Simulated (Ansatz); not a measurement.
Profile along the Lu–Lu line in Lu (hcp, Mg type)

Lu (hcp, Mg type)

Space group P6₃/mmc (No. 194); a = b = 3.507 Å, c = 5.462 Å, α = β = 90.00°, γ = 120.00°

| atom | site | symmetry | x | y | z |
|---|---|---|---|---|---|
| Lu | 2d | -6m2 | 0.6667 | 0.3333 | 0.2500 |

Fields along a shortest Lu–Lu line of a (0001) plane (3.51 Å), from Lu to Lu, interpolated on the slice's grid (step about 0.2 Å). The numbers are results of PBE (plane waves to 420 eV, PAW, scalar-relativistic; Ansatz, a program for electronic structure), not measurements. k mesh 15×15×9. These are valence fields of a PAW run, semicore shells included where kept as valence: close to a nucleus they are smooth pseudo fields. Lu is run without spin polarisation. Lu was relaxed with its symmetry unable to fall.

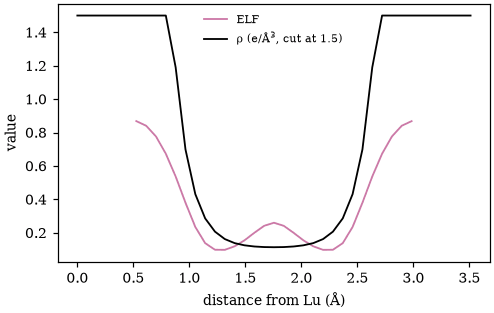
Fig. 1. ELF (away from the nuclei) and valence density from Lu to Lu.

Density on the Lu–Lu line (3.51 Å) at its midpoint: 0.11 e/Å³. ELF at that point: 0.26.
